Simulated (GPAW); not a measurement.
# One shape, several levels: SiF2 (SMILES F[Si]F)

Wanted: a comparison of 4 runs (PBE/real-space grid, BP86/dz(dzp), BLYP/dzp, PBE/dzp) of SiF2. Input form: an ASE script.

Program for the calculation: GPAW 26.7.0.

5 further runs of the same task are left out: 1 that didn't finish, 4 set aside as unsound or not needed.

## (1) The molecule

SiF2 has 3 atoms, charge 0, and is taken as a singlet. As SMILES, `F[Si]F`. The shape is that of a GFN2-xTB optimisation.

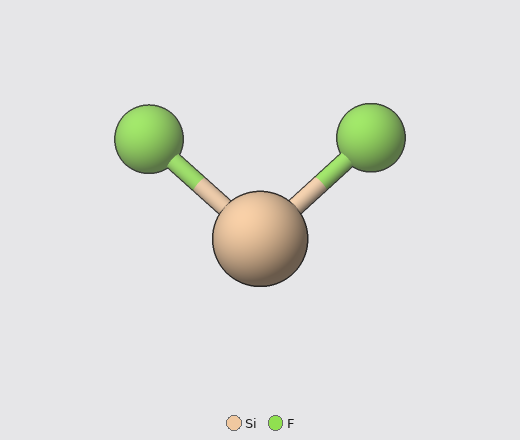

Viewed from a chosen angle; silicon light orange, fluorine green.

## (2) Energy and one-electron properties at PBE/real-space grid (scalar-relativistic datasets) (run 1)

The input, mol.xyz:

```xyz
3

Si     0.004220    -0.007680    -0.744810
F      1.165930    -0.017340     0.380560
F     -1.170150     0.025020     0.364240
```

The input, mol.py:

```python
import numpy as np
from ase.io import read
from ase.units import Debye
from gpaw import GPAW

molecule = read('mol.xyz')
molecule.center(vacuum=4.5)

gpaw_calc = GPAW(mode='fd', h=0.18, xc='PBE', maxiter=150, txt='-')
molecule.calc = gpaw_calc

energy = molecule.get_potential_energy()
print(f'Energy = {energy:.5f} eV')
forces = molecule.get_forces()
print('Forces (eV/Ang)')
for symbol, f in zip(molecule.symbols, forces):
    print(f'{symbol:2} {f[0]:9.4f} {f[1]:9.4f} {f[2]:9.4f}')
dipole = molecule.get_dipole_moment() / Debye
print(f'Dipole = {np.linalg.norm(dipole):.3f} D')
homo, lumo = gpaw_calc.get_homo_lumo()
print(f'HOMO: {homo:.3f} eV')
print(f'LUMO = {lumo:.3f} eV')
print(f'Gap = {lumo - homo:.3f} eV')
```

Run with:

```bash
$ OMP_NUM_THREADS=1 python mol.py
```

What it wrote:

```text
[...]
Number of symmetries: 1
[...]
  Number of IBZ points: 1
[...]
Spin-components: 1 (collinear spins)
Bands:           12
[...]
  Valence electrons: 18.0
[...]
  Grid points: [64 52 56]
  Charge: 0.0  # |e|
[...]
    cutoffs:
[...]
occupation numbers:
  # Zero width
[...]
xc functional:
  name: PBE with 2 nearest neighbor stencil
[...]
|iter     |     time |      energy | eigst |  dens |
[...]
|iter:   1| 00:00:09 |  -16.741643 | +0.94 |       |
[...]
|iter:  13| 00:00:52 |  -15.392980c| -7.44c| -5.85c|
Converged in 13 steps
[...]
Energy contributions relative to reference atoms: (reference = -13314.505821)
Energy contributions:
  Kinetic:          19.262311
  Coulomb:         -20.700437
  Zero:              0.383536
  External:          0.000000
  Xc:              -14.338391
  Entropy:           0.000000
  Spinorbit:         0.000000
  ----------------------------
  Free energy:     -15.392980
  Extrapolated:    -15.392980
dipole moment: (0.000350, -0.003367, -0.320876)  # |e|*Ang
Fermi level: -5.255
[...]
Gap: 4.270 eV
Transition (v -> c):
[...]
Forces (eV/Ang)
Si    0.0362    0.0005   -0.1147
F     0.9996   -0.0699    0.1438
F    -1.0421    0.1230    0.1152
Dipole = 1.541 D
HOMO: -7.390 eV
LUMO = -3.119 eV
Gap = 4.270 eV
```

It took 54 s on 1 thread of AMD EPYC (Zen 3), shared host; peak memory 0.48 GiB.

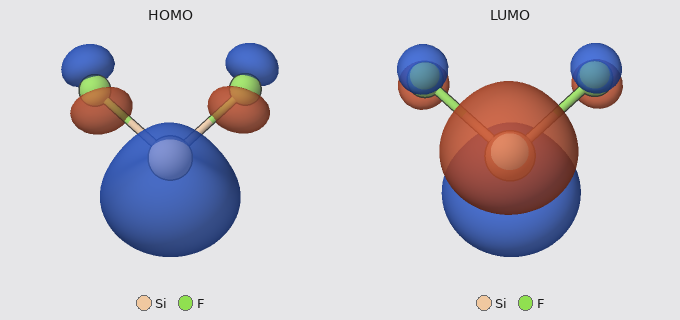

Frontier orbitals of this run, surfaces at ±0.2 Å^-3/2.

## (3) The solvation energy at BP86/dz(dzp) (scalar-relativistic datasets, continuum, electrostatics alone, water's cavity DMSO) (run 2)

The input, gs.xyz:

```xyz
3

Si     0.004220    -0.007680    -0.744810
F      1.165930    -0.017340     0.380560
F     -1.170150     0.025020     0.364240
```

The input, calc.py:

```python
import numpy as np
from ase.io import read
from ase.units import Debye, kcal, mol
from gpaw import GPAW, setup_paths
from gpaw.atom.configurations import parameters
from gpaw.atom.generator import Generator
from gpaw.solvation import EffectivePotentialCavity, GradientSurface, LinearDielectric, Power12Potential, SolvationGPAW

atoms = read('gs.xyz')
atoms.set_cell([12.0, 12.0, 12.0])
atoms.center()

for symbol in ['F', 'Si']:
    Generator(symbol, xcname='GGA_X_B88+GGA_C_P86', scalarrel=True, nofiles=True, txt=None).run(**parameters[symbol])
setup_paths.insert(0, '.')

calc = GPAW(mode='lcao',
            basis='dz(dzp)',
            h=0.18,
            xc='GGA_X_B88+GGA_C_P86',
            maxiter=100,
            legacy_gpaw=True,
            txt='-')
atoms.calc = calc
e_gas = atoms.get_potential_energy()
mu_gas = np.linalg.norm(atoms.get_dipole_moment()) / Debye

# Dielectric constant of DMSO; cavity of the water model, electrostatics alone
solvent = dict(cavity=EffectivePotentialCavity(effective_potential=Power12Potential(atomic_radii={'H': 1.09}, u0=0.18),
                                               temperature=298.15, surface_calculator=GradientSurface()),
               dielectric=LinearDielectric(epsinf=46.7),
               interactions=[])
calc = SolvationGPAW(mode='lcao',
                     basis='dz(dzp)',
                     maxiter=100,
                     xc='GGA_X_B88+GGA_C_P86',
                     h=0.18,
                     txt='-',
                     **solvent)
atoms.calc = calc
e_sol = atoms.get_potential_energy()
mu_sol = np.linalg.norm(atoms.get_dipole_moment()) / Debye
dg = (e_sol - e_gas) / (kcal / mol)
print(f'Electrostatic solvation energy = {dg:.2f} kcal/mol')
print(f'Dipole {mu_gas:.3f} D in gas, {mu_sol:.3f} D in solution')
```

Run with:

```bash
$ python3 -u calc.py | tee calc.out
```

What it wrote:

```text
[...]
    cutoffs:
[...]
  Total Charge: 0.000000
[...]
Number of atoms: 3
[...]
Number of bands in calculation: 12
Number of valence electrons: 18
[...]
iter:   1 hh:mm:ss   -12.774006        c
[...]
Converged after 9 iterations.
Dipole moment: (0.001240, -0.004241, -0.412413) |e|*Ang
[...]
Fermi level: -5.33627
[...]
      Finite-difference x-derivative with O(h^6) error (6 points)
      Finite-difference y-derivative with O(h^6) error (6 points)
      Finite-difference z-derivative with O(h^6) error (6 points)
    Max iterations: 1000
[...]
iter:   9 hh:mm:ss   -11.425990c       c -4.54c
Converged after 9 iterations.
Dipole moment: (0.001424, -0.005167, -0.503328) |e|*Ang
Energy contributions relative to reference atoms: (reference = -13324.341275)
Kinetic:        +32.161195
Potential:      -28.115793
External:        +0.000000
XC:             -15.892109
Entropy (-ST):   +0.000000
Local:           +0.420718
--------------------------
Free energy:    -11.425990
Extrapolated:   -11.425990
Solvation cavity surface area: 99.11499
Solvation cavity volume: not calculated (no calculator defined)
 Band  Eigenvalues  Occupancy
    0    -30.60641    2.00000
    1    -29.68256    2.00000
    2    -13.76133    2.00000
    3    -11.60527    2.00000
    4    -11.05160    2.00000
    5    -10.97407    2.00000
    6     -9.99357    2.00000
    7     -9.41138    2.00000
    8     -7.10427    2.00000
    9     -2.90393    0.00000
   10     -0.07839    0.00000
   11      1.60433    0.00000
Fermi level: -5.00410
Gap: 4.200 eV
Transition (v -> c):
  (s=0, k=0, n=8, [0.00, 0.00, 0.00]) -> (s=0, k=0, n=9, [0.00, 0.00, 0.00])
No difference between direct/indirect transitions
Electrostatic solvation energy = -6.17 kcal/mol
Dipole 1.981 D in gas, 2.418 D in solution
```

It took 4.6 min on 1 thread of AMD EPYC (Zen 3), shared host; peak memory 0.92 GiB.

## (4) The solvation energy at BLYP/dzp (scalar-relativistic datasets, Held-Walter continuum water) (run 3)

The input, mol.py:

```python
import numpy as np
from ase import Atoms
from ase.units import Debye, kcal, mol
from gpaw import GPAW, setup_paths
from gpaw.atom.configurations import parameters
from gpaw.atom.generator import Generator
from gpaw.solvation import SolvationGPAW, get_HW14_water_kwargs

# Set up the molecule
molecule = Atoms(['Si', 'F', 'F'],
    positions=[[  0.004220,  -0.007680,  -0.744810],
               [  1.165930,  -0.017340,   0.380560],
               [ -1.170150,   0.025020,   0.364240]])
molecule.set_cell([13.0, 13.0, 13.0])
molecule.center()

# Generate the setups first
for symbol in ['F', 'Si']:
    Generator(symbol, xcname='BLYP', scalarrel=True, nofiles=True, txt=None).run(**parameters[symbol])
setup_paths.insert(0, '.')

# Ground state
calc = GPAW(mode='lcao',
            basis='dzp',
            h=0.2,
            xc='BLYP',
            maxiter=120,
            legacy_gpaw=True,
            txt='-')
molecule.calc = calc
e_gas = molecule.get_potential_energy()
mu_gas = np.linalg.norm(molecule.get_dipole_moment()) / Debye

solvent = get_HW14_water_kwargs()
calc = SolvationGPAW(mode='lcao',
                     basis='dzp',
                     h=0.2,
                     xc='BLYP',
                     maxiter=120,
                     txt='-',
                     **solvent)
molecule.calc = calc
e_sol = molecule.get_potential_energy()
mu_sol = np.linalg.norm(molecule.get_dipole_moment()) / Debye
dg = (e_sol - e_gas) / (kcal / mol)
print(f'Solvation free energy   {dg:.2f} kcal/mol')
print(f'Dipole {mu_gas:.3f} D in gas, {mu_sol:.3f} D in solution')
```

Run with:

```bash
$ python mol.py > mol.log
```

What it wrote:

```text
[...]
    cutoffs:
[...]
  Total Charge: 0.000000
[...]
Number of atoms: 3
[...]
Number of bands in calculation: 12
Number of valence electrons: 18
[...]
iter:   1 hh:mm:ss   -13.458250        c
[...]
Converged after 9 iterations.
Dipole moment: (0.000375, -0.003085, -0.300715) |e|*Ang
[...]
Fermi level: -4.65990
[...]
      Finite-difference x-derivative with O(h^6) error (6 points)
      Finite-difference y-derivative with O(h^6) error (6 points)
      Finite-difference z-derivative with O(h^6) error (6 points)
    Max iterations: 1000
[...]
iter:   9 hh:mm:ss   -12.646270c       c -4.75c
Converged after 9 iterations.
Dipole moment: (0.000397, -0.003793, -0.370067) |e|*Ang
Energy contributions relative to reference atoms: (reference = -13323.974996)
Kinetic:        +23.954536
Potential:      -21.956825
External:        +0.000000
XC:             -15.534769
Entropy (-ST):   +0.000000
Local:           +0.776957
Interactions
 surf:           +0.113830
--------------------------
Free energy:    -12.646270
Extrapolated:   -12.646270
Solvation cavity surface area: 99.11758
[...]
 Band  Eigenvalues  Occupancy
    0    -29.61478    2.00000
    1    -28.84911    2.00000
    2    -13.17284    2.00000
    3    -11.22033    2.00000
    4    -10.55582    2.00000
    5    -10.53061    2.00000
    6     -9.58769    2.00000
    7     -8.95574    2.00000
    8     -6.52243    2.00000
    9     -2.22583    0.00000
   10      0.06752    0.00000
   11      1.57892    0.00000
Fermi level: -4.37413
Gap: 4.297 eV
Transition (v -> c):
  (s=0, k=0, n=8, [0.00, 0.00, 0.00]) -> (s=0, k=0, n=9, [0.00, 0.00, 0.00])
No difference between direct/indirect transitions
Solvation free energy   -0.85 kcal/mol
Dipole 1.444 D in gas, 1.778 D in solution
```

Run time: 2.6 min. Hardware: 1 thread of AMD EPYC (Zen 3), shared host; peak memory 0.82 GiB.

## (5) Energy and one-electron properties at PBE/dzp (scalar-relativistic datasets) (run 4)

The input, calc.py:

```python
import numpy as np
from ase import Atoms
from ase.units import Debye
from gpaw import GPAW

# Structure
atoms = Atoms('SiFF',
    positions=[[  0.004220,  -0.007680,  -0.744810],
               [  1.165930,  -0.017340,   0.380560],
               [ -1.170150,   0.025020,   0.364240]])
atoms.center(vacuum=4.5)

# GPAW settings
calculator = GPAW(mode='lcao', basis='dzp', h=0.18, xc='PBE', maxiter=150, txt='-')
atoms.calc = calculator

energy = atoms.get_potential_energy()
print(f'Energy: {energy:.5f} eV')
forces = atoms.get_forces()
print('Forces (eV/Ang)')
for symbol, f in zip(atoms.symbols, forces):
    print(f'{symbol:2} {f[0]:9.4f} {f[1]:9.4f} {f[2]:9.4f}')
dipole = atoms.get_dipole_moment() / Debye
print(f'Dipole = {np.linalg.norm(dipole):.3f} D')
homo, lumo = calculator.get_homo_lumo()
print(f'HOMO: {homo:.3f} eV')
print(f'LUMO = {lumo:.3f} eV')
print(f'Gap: {lumo - homo:.3f} eV')
```

Run with:

```bash
$ OMP_NUM_THREADS=1 python calc.py
```

What it wrote:

```text
[...]
Number of symmetries: 1
[...]
  Number of IBZ points: 1
[...]
basis functions: 39
Spin-components: 1 (collinear spins)
Bands:           12
[...]
  Valence electrons: 18.0
[...]
  Grid points: [64 52 56]
  Charge: 0.0  # |e|
[...]
    cutoffs:
[...]
occupation numbers:
  # Zero width
[...]
xc functional:
  name: PBE with 2 nearest neighbor stencil
[...]
|iter     |     time |      energy | eigst |  dens |
[...]
|iter:   1| 00:00:11 |  -14.136626 |      c|       |
[...]
|iter:   8| 00:00:21 |  -13.262750c|      c| -4.12c|
Converged in 8 steps
[...]
Energy contributions relative to reference atoms: (reference = -13314.505821)
Energy contributions:
  Kinetic:          25.590340
  Coulomb:         -23.731092
  Zero:              0.415922
  External:          0.000000
  Xc:              -15.537919
  Entropy:           0.000000
  Spinorbit:         0.000000
  ----------------------------
  Free energy:     -13.262750
  Extrapolated:    -13.262750
dipole moment: (0.000339, -0.002994, -0.288874)  # |e|*Ang
Fermi level: -4.778
[...]
Gap: 4.166 eV
Transition (v -> c):
[...]
Forces (eV/Ang)
Si    0.0510   -0.0158   -1.2867
F     1.6200   -0.0567    0.6609
F    -1.6688    0.0730    0.6554
Dipole = 1.388 D
HOMO: -6.861 eV
LUMO = -2.695 eV
Gap: 4.166 eV
```

Run time: 23 s. Hardware: 1 thread of AMD EPYC (Zen 3), shared host; peak memory 0.48 GiB.

## (6) Overview of the runs

| run | level | task | mode | energy (Eh) | dipole moment (D) | HOMO energy (eV) | LUMO energy (eV) | wall time |
| --- | --- | --- | --- | --- | --- | --- | --- | --- |
| 1 | PBE/real-space grid (scalar-relativistic datasets) | properties | fd | -489.864746 | 1.54 | -7.39 | -3.12 | 54 s |
| 2 | BP86/dz(dzp) (scalar-relativistic datasets, continuum, electrostatics alone, water's cavity DMSO) | solvation | lcao | -490.080408 | 2.42 | -7.10 | -2.90 | 4.6 min |
| 3 | BLYP/dzp (scalar-relativistic datasets, Held-Walter continuum water) | solvation | lcao | -490.111792 | 1.78 | -6.52 | -2.23 | 2.6 min |
| 4 | PBE/dzp (scalar-relativistic datasets) | properties | lcao | -489.786461 | 1.39 | -6.86 | -2.69 | 23 s |

## (7) Results

| quantity | value |
| --- | --- |
| run 4: energy as printed (from the program's reference atoms) | -13.2627 eV |
| run 4: dipole moment | 1.39 D |
| run 4: HOMO energy | -6.86 eV |
| run 4: LUMO energy | -2.69 eV |
| run 4: HOMO–LUMO gap | 4.17 eV |
| run 4: largest force on an atom | 1.794 eV/Å |

In words: The dipole moment (its size) runs from 1.39 D (PBE/dzp) to 2.42 D (BP86/dz(dzp)). The two ends differ in method and basis and solvent. The HOMO–LUMO gap runs from 4.17 eV (PBE/dzp) to 4.30 eV (BLYP/dzp). The two ends differ in method and solvent. Totals of different functionals can't be ranked against each other. All runs together took 8.5 min, the longest 4.6 min.
